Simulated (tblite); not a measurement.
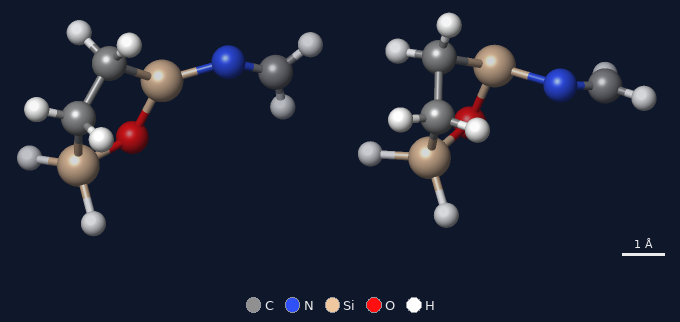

Two geometries of C3H8NOSi2 (multiplicity 2), drawn at one scale. One is the start of a relaxation, the other its converged end. A ball-and-stick model, seen at a tilt.

The calculation used GFN2-xTB geometry optimisation, gas phase in tblite 0.8.0. 

Which geometry has the lower energy?

Answer. The left one is the relaxed one. An H atom moves most after the best rigid fit: 1.39 Å. By element the largest moves are H 1.39 Å, N 0.72 Å, O 0.54 Å, C 0.50 Å, Si 0.43 Å. Among the contacts that change: N–Si 1.778 → 1.647 Å, O–Si 1.729 → 1.646 Å, C–Si 1.865 → 1.898 Å, C–Si 1.884 → 1.915 Å. Among the angles between lasting bonds that change: N–Si–O 107.5° → 131.4°, C–N–Si 120.3° → 138.4°, Si–O–Si 103.1° → 119.2°. After 106 geometry steps the energy has fallen by 100.3 kJ/mol. Cost: 0.83 s on 1 thread of Arm Neoverse V1 (shared host).
